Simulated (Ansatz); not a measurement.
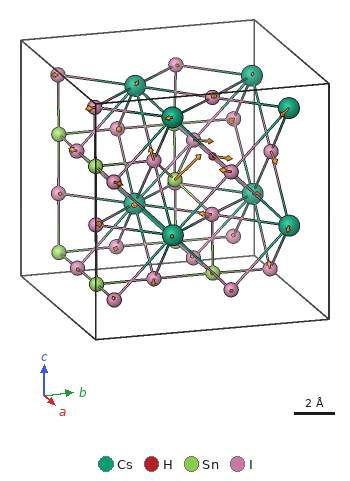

A relaxation of a defect cell of composition Cs8HSn8I24. The starting structure is drawn; orange arrows show the displacements, at their true length.

A ball-and-stick model of the cell of the calculation (origin shifted), seen slightly off an axis.

These are results of Ansatz 0.2.0, DFT, PBEsol, PAW, plane waves, not measurements.

Input
```yaml
crystal:
  lattice:
    - [12.314462, 0.000000, 0.000000]
    - [0.000000, 12.314462, 0.000000]
    - [0.000000, 0.000000, 12.314462]
  atoms:
    - { symbol: Cs, position: [0.001433, 0.995651, 0.001854], spin: 0.111 }
    - { symbol: Cs, position: [0.000162, 0.998940, 0.501051] }
    - { symbol: Cs, position: [0.000596, 0.501866, 0.999682] }
    - { symbol: Cs, position: [0.998912, 0.499162, 0.500153] }
    - { symbol: Cs, position: [0.501941, 0.999721, 0.002911] }
    - { symbol: Cs, position: [0.497888, 0.999631, 0.501675] }
    - { symbol: Cs, position: [0.500526, 0.498580, 0.000048] }
    - { symbol: Cs, position: [0.501583, 0.497115, 0.499340] }
    - { symbol: H, position: [0.251206, 0.249994, 0.248272], spin: 0.111 }
    - { symbol: Sn, position: [0.252061, 0.250993, 0.753080] }
    - { symbol: Sn, position: [0.249537, 0.749430, 0.248534] }
    - { symbol: Sn, position: [0.250413, 0.753267, 0.748028] }
    - { symbol: Sn, position: [0.748412, 0.246621, 0.250438] }
    - { symbol: Sn, position: [0.751223, 0.251818, 0.752069] }
    - { symbol: Sn, position: [0.750419, 0.751167, 0.248990] }
    - { symbol: Sn, position: [0.753807, 0.750693, 0.748985] }
    - { symbol: Sn, position: [0.124476, 0.129464, 0.125042], spin: 0.111 }
    - { symbol: I, position: [0.247163, 0.248726, 0.001206], spin: 0.111 }
    - { symbol: I, position: [0.250697, 0.249222, 0.498032], spin: 0.111 }
    - { symbol: I, position: [0.250124, 0.750204, 0.000168] }
    - { symbol: I, position: [0.249672, 0.745398, 0.499194] }
    - { symbol: I, position: [0.751407, 0.248489, 0.000240] }
    - { symbol: I, position: [0.750520, 0.252474, 0.500611] }
    - { symbol: I, position: [0.749014, 0.750098, 0.998048] }
    - { symbol: I, position: [0.749050, 0.748043, 0.501436] }
    - { symbol: I, position: [0.000810, 0.248796, 0.249795], spin: 0.111 }
    - { symbol: I, position: [0.999921, 0.247922, 0.749855] }
    - { symbol: I, position: [0.002357, 0.747838, 0.246639] }
    - { symbol: I, position: [0.001744, 0.750860, 0.749488] }
    - { symbol: I, position: [0.500819, 0.250214, 0.249924], spin: 0.111 }
    - { symbol: I, position: [0.498336, 0.250642, 0.748919] }
    - { symbol: I, position: [0.502170, 0.747380, 0.250587] }
    - { symbol: I, position: [0.498183, 0.749914, 0.748961] }
    - { symbol: I, position: [0.246499, 0.999915, 0.250916], spin: 0.111 }
    - { symbol: I, position: [0.248099, 0.000014, 0.749938] }
    - { symbol: I, position: [0.249182, 0.500974, 0.246787], spin: 0.111 }
    - { symbol: I, position: [0.247274, 0.497652, 0.748802] }
    - { symbol: I, position: [0.749038, 0.002142, 0.250801] }
    - { symbol: I, position: [0.750132, 0.997891, 0.751081] }
    - { symbol: I, position: [0.748807, 0.500611, 0.249935] }
    - { symbol: I, position: [0.748456, 0.499743, 0.751423] }
  symmetry: { detect: false }
kpoints:
  mp_grid: { grid: [1, 1, 1], shift: [0.25, 0.25, 0.25] }
hamiltonian:
  xc: pbesol
magnetization:
  spin_polarized: true
scf:
  occupations: { method: fermi_dirac, width: 0.01 }
relax:
  f_tol: 0.03
  max_steps: 80
  escape_saddle: false
  adjacent_minimum: "off"
output:
  forces: true
  eigenvalues: true
  populations: true
  write_density: true
  write_potential: true
  elf: true
  volumetric_format: npy
```

Run as
```bash
ansatz run in.yaml --threads 4 --pin off --max-ram 61750MiB --runs-dir r --events-out ev --progress --plain --backend cuda --devices 0, --max-vram 37GiB
```

Question: Which element moves most?

Answer: Tin: up to 2.10 Å, against 1.13 Å for iodine.

Question: What happened in the run?

Answer: Over 32 accepted moves (34 points after the start) the energy falls by 4.692 eV per cell of the calculation. The largest force component goes from 3.5 to 0.025 eV/Å. 2 steps only repeated the SCF at the same geometry. The forces were under the threshold at step 11, but the run went on from there. The largest move is that of Sn17, 2.10 Å along [2 2 3]. Largest moves by element: Sn 2.10 Å, I 1.13 Å, H 1.11 Å, Cs 0.70 Å. The cell stays as it was. Near-neighbour distances that change, for instance: Cs1–Sn17 2.704 → 5.112 Å, Sn17–I19 5.068 → 3.195 Å, Cs4–I36 4.386 → 5.434 Å, Cs2–I26 4.364 → 5.331 Å. New bonds form, among them: H9–Sn17 (2.63 → 1.80 Å), Sn17–I19 (5.07 → 3.19 Å). Bond angles that change, for instance: Cs4–I26–Sn17 144.7° → 102.7°, Cs6–I34–Sn17 143.6° → 107.8°, Sn10–I18–Sn17 127.1° → 161.1°.
